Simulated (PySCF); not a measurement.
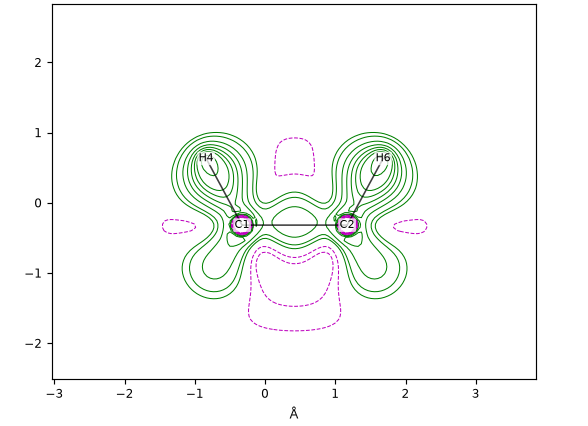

C3H6, SMILES `C1CC1`. Deformation density (molecule less spherical, spin-averaged free atoms) in the plane of C1, C2, H4 and H6; contours at ±0.05 to ±0.8 e/Å³; solid green lines: gain, dashed magenta lines: loss.

PySCF calculation, PBE0/def2-SVPD, gas phase; geometry: GFN2-xTB. No frequency check shows the geometry to be a minimum.

Describe the bonding that the map shows.

C2–H6 and C1–H4: +0.70 e/Å³ at the bond critical point (bond length 1.08 Å). C1–C2: +0.32 e/Å³ at the bond critical point (bond length 1.50 Å). In all, 1.9 electrons gather in the regions of gain relative to the promolecule.

Where do the Hirshfeld charges lie?

The highest Hirshfeld charge is on H4, H5, H6, H7, H8 and H9 (+0.04 e), the lowest on C1, C2 and C3 (−0.09 e).

| atom | charge (e) |
| --- | --- |
| C1 | −0.09 |
| C2 | −0.09 |
| C3 | −0.09 |
| H4 | +0.04 |
| H5 | +0.04 |
| H6 | +0.04 |
| H7 | +0.04 |
| H8 | +0.04 |
| H9 | +0.04 |

The PySCF run took 6.6 s on 1 thread of Arm Neoverse V1, on a shared host, peak memory 0.41 GiB.
